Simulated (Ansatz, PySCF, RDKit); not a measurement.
H2O (SMILES O) and SiH4 (SMILES [SiH4]) are pulled apart as rigid monomers along the line of their centres of mass, from the B3LYP-D3(BJ)/def2-TZVP minimum. Starting geometry (charge 0, multiplicity 1):
```
atom    x (Å)    y (Å)    z (Å)
----  -------  -------  -------
O      0.4646   0.3123   0.3475
H      0.0730  -0.4695  -0.0562
H     -0.1175   1.0418   0.1095
Si    -0.2013  -0.1066   3.3799
H     -0.5898  -1.3214   2.6293
H     -0.5635  -0.3114   4.8052
H     -0.9563   1.0638   2.8793
H      1.2532   0.1270   3.2860
```

Interaction energies with rigid monomers; basis-set methods are counterpoise corrected unless marked otherwise.

Frozen-core correlation. Rows in 3-21G carry no dispersion term and start afresh at each structure.

Programs: Ansatz (Gaussian orbitals); PySCF for 3-21G rows, the dispersion terms; RDKit for the force fields. Values without a source in brackets are computed.

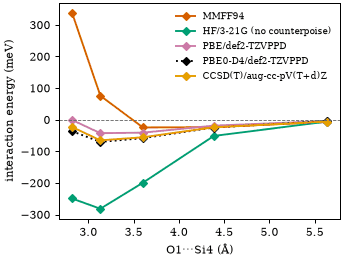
Figure: Interaction energy against separation

### Question
Which level binds most strongly at O1···Si4 = 3.13, and by how much?

### Answer
HF/3-21G (no counterpoise), -282 meV.

Ansatz is an electronic-structure program.
